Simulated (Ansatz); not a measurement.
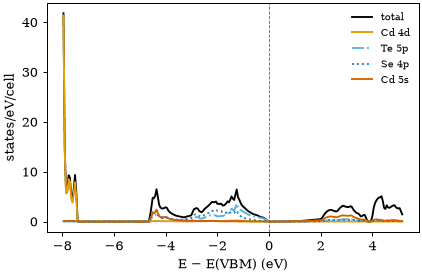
Total and projected density of states of Cd₂TeSe in space group P3m1 (No. 156; Cd on 1c, Cd on 1a, Te on 1a, Se on 1c), PBEsol (plane waves, PAW; program Ansatz)

Q: Which orbitals carry the states next to the gap?

A: Top 1 eV of the valence band: Te 5p 71 %, Se 4p 20 %. Bottom 1 eV of the conduction band: Cd 5s 53 %, Se 4p 17 %, Te 5p 12 %, Se 4s 9 %. Projections are on Löwdin-orthogonalised atomic valence shells; empty p or d shells of many metals are not among them.

The first step of the workflow began from a Materials Project structure, measured or hypothetical; the Crystallography Open Database copy checked does not list it. Whether it is the stable phase at ambient conditions was not checked. The PBEsol relaxation kept the symmetry of its start; of distortions, only those at the zone centre were tested. Scalar-relativistic: spin–orbit coupling is off unless named, which matters more the heavier the elements.

Potentials: the later of the program's two PAW sets.
